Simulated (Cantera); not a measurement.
Feed: 1 mol SiCl₄, 0.27 mol H₂O, 17 mol N₂, 0.46 mol O₃, held at 668 Torr.

These are equilibrium values from Cantera (NASA tables, ideal gas, pure condensed phases), not measurements of a reactor. Candidate condensed phases: H₂O, NH₄Cl, Si, SiO₂, Si₂N₂O, Si₃N₄; 47 gas species. The tables hold silica as quartz up to 1696 K and as liquid above; real silica turns to tridymite and cristobalite and melts near 1996 K. Rates play no part.

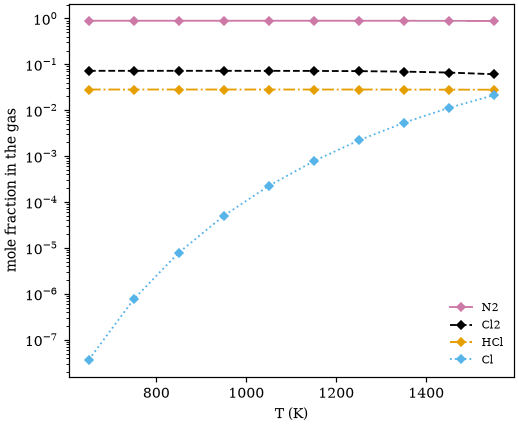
Equilibrium gas composition (values under 1e-9 drawn at 1e-9)

From 650 K to 750 K the condensed part is SiO₂(α-quartz). From 850 K to 1550 K the condensed part is SiO₂(β-quartz). The main Si-bearing gas is SiCl₄ throughout.
